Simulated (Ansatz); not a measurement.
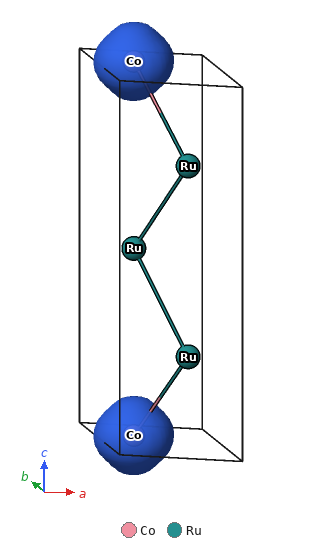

Figure 1: CoRu₃. Isosurfaces of the spin density (up minus down) at +0.08 (blue) and −0.08 e/Å³ (red), seen slightly off an axis. Sticks mark near contacts.

Space group P-6m2; a structure generated by program, which may or may not match a known phase; spin-polarised.

The calculation used DFT PBE, scalar-relativistic, plane waves, PAW (Ansatz).

The density is the valence pseudo-density of a PAW calculation; it isn't the true density close to the nuclei.

```
Co Ru
1.0
     2.69330    0.00000    0.00000
    -1.34665    2.33247    0.00000
     0.00000    0.00000    8.36809
Co Ru
1 3
Direct
  0.33333 0.66667 0.00000
  0.33333 0.66667 0.50000
  0.66667 0.33333 0.24496
  0.66667 0.33333 0.75504
```

### Which atoms carry the moments, and with what signs?

The spin density sits on Co: +1.4 μB in one cell of 4 atoms, with smaller moments on other sites: Ru (±0.09 μB): parallel moments, as they must be, since the calculation's own cell holds one magnetic site. The cell of the calculation (4 atoms) carries 1.3 μB of net spin moment. Only one sign reaches the isovalue.
